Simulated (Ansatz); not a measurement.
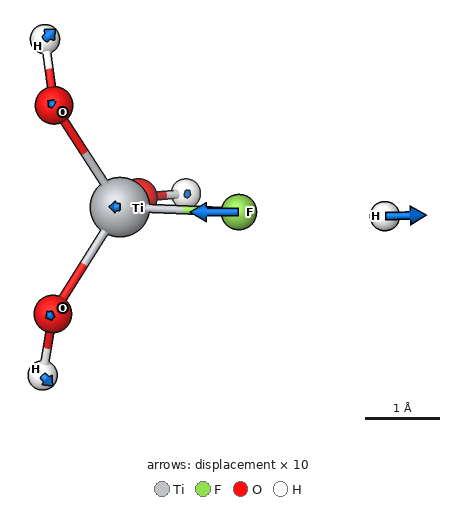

This is a relaxation of TiH4O3F (multiplicity 2). The starting structure is drawn; blue arrows show the displacements, 10 times their true length. The two geometries are superimposed by the best rigid fit.

The picture is a ball-and-stick view, seen at a tilt.

The run prepares an end point of a later path (reaction) calculation, from a guessed geometry.

Method: UKS LDA/def2-SVP in Ansatz 0.2.0.

The input:
```yaml
crystal:
  periodic: [false, false, false]
  atoms:
    - { symbol: Ti, position_ang: [-0.032369, -0.033629, -0.010599] }
    - { symbol: F, position_ang: [0.015124, 0.075398, 1.779518] }
    - { symbol: O, position_ang: [1.613098, -0.074533, -0.657472] }
    - { symbol: H, position_ang: [2.196903, -0.807402, -0.917651] }
    - { symbol: O, position_ang: [-0.839443, 1.390007, -0.680402] }
    - { symbol: H, position_ang: [-1.75597, 1.553785, -0.961339] }
    - { symbol: O, position_ang: [-0.903297, -1.502424, -0.407782] }
    - { symbol: H, position_ang: [-1.368451, -2.283217, -0.066638] }
    - { symbol: H, position_ang: [-0.017794, 0.033516, 3.899465] }
magnetization:
  spin_polarized: true
  initial_magnetization: 1
basis:
  gaussian: { orbitals: def2-SVP }
hamiltonian:
  xc: lda
relax:
  f_tol: 0.03
  max_steps: 50
```

Command:
```bash
ansatz run input.yaml --threads 4 --pin off --max-ram 5120MiB --backend cpu --events-out ev --progress --plain --runs-dir out
```

### What happened in the run?

After 4 accepted moves (5 points after the start) the energy has fallen by 0.63 kcal/mol. Largest force component: 1.1 eV/Å at the start, 0.015 eV/Å at the end. The line search rejected the trial step at point 3 of the run. F2 moves most after the best rigid fit: 0.069 Å. Largest moves by element: F 0.069 Å, H 0.058 Å, Ti 0.017 Å, O 0.013 Å. Some distances before and after: Ti1–F2 1.794 → 1.750 Å. Cost: 7.9 s on 4 threads of Arm Neoverse V1 (shared host), peak memory 0.19 GiB.
